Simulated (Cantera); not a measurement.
A closed system holds: 1 mol PbO, a varied amount of CO, equilibrated at 1873.15 K and 15.0 Pa.

Equilibrium computed with Cantera from the NASA thermochemical tables; the gas is ideal and each condensed phase is pure. Candidate condensed phases: C, Pb, PbO, PbO2, Pb3O4; 15 gas species. The numbers say what is thermodynamically allowed, not how fast it happens.

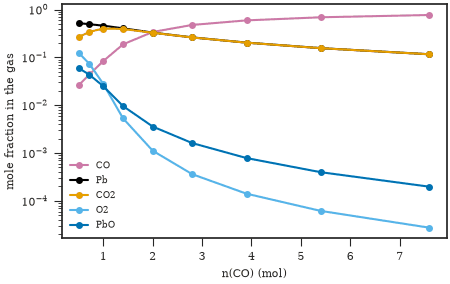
Figure: Equilibrium gas composition (values under 1e-9 drawn at 1e-9)

From 0.51 mol CO to 7.6 mol CO nothing is condensed. The main Pb-bearing gas is Pb throughout.
